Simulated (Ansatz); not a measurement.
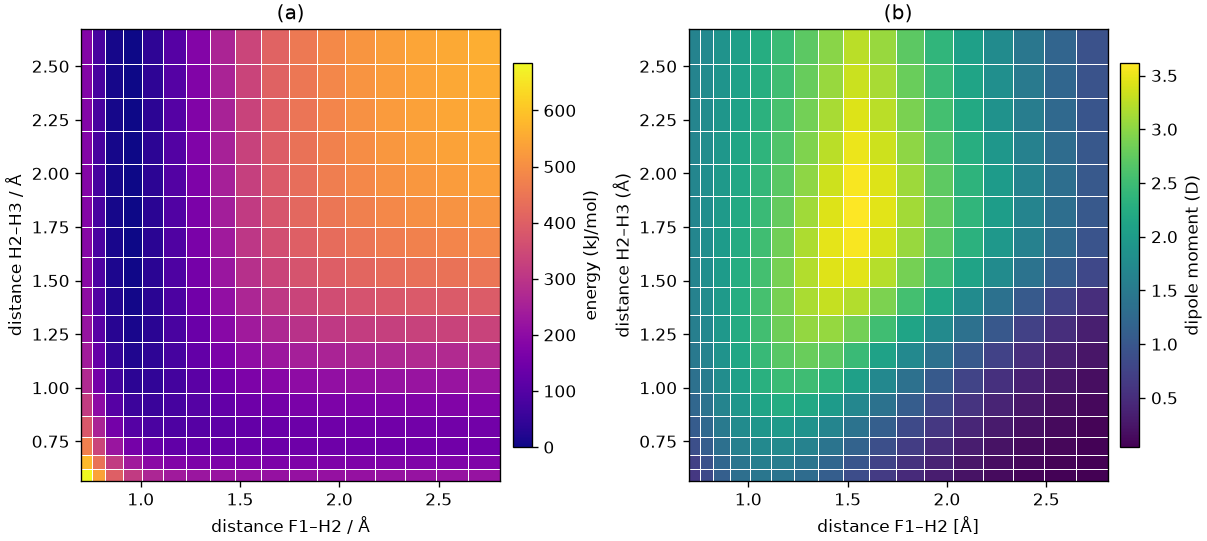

The system F + H₂, spin multiplicity 2. 
- Coordinates scanned: (1) distance F1–H2; (2) distance H2–H3.
- Nothing is relaxed (the angle F1–H2–H3 is fixed at 180 degrees).
- The grid has 17 × 17 points.
- Points are written as (first, second).
- All energies are given in kJ/mol relative to the lowest grid point.
- In part of the range the unrestricted reference is strongly spin-contaminated.
- Level of theory: UKS PBE0-D4/def2-SVPD in Ansatz.

Panel (a) is the energy and panel (b) the computed dipole moment on the same grid.

Drawn: one coloured cell a grid point.

### How does the dipole moment vary over the map, and what is it at the lowest grid point?

Leaving out the highest fifth of the energies, it runs from 0.04 D at (2.728 Å, 0.592 Å) to 3.62 D at (1.540 Å, 1.821 Å). At the lowest grid point, (0.955 Å, 1.968 Å), it is 2.17 D.

```
distance H2–H3 ↓, distance F1–H2 →  0.782  0.955  1.169  1.411  1.675  1.957  2.255  2.567
                             2.592   1.73   2.05   2.48   2.98   3.06   2.39   1.75   1.19
                             2.273   1.76   2.10   2.57   3.15   3.25   2.54   1.86   1.25
                             1.968   1.79   2.17   2.70   3.34   3.42   2.72   1.99   1.32
                             1.678   1.80   2.23   2.83   3.47   3.39   2.69   1.95   1.26
                             1.404   1.76   2.25   2.88   3.30   2.92   2.15   1.38   0.75
                             1.151   1.64   2.16   2.69   2.71   2.10   1.35   0.74   0.36
                             0.922   1.40   1.91   2.23   1.99   1.38   0.80   0.40   0.18
                             0.726   1.09   1.58   1.74   1.41   0.90   0.48   0.22   0.10
                             0.592   0.83   1.33   1.42   1.09   0.66   0.33   0.15   0.06
```

The table holds every second grid line.
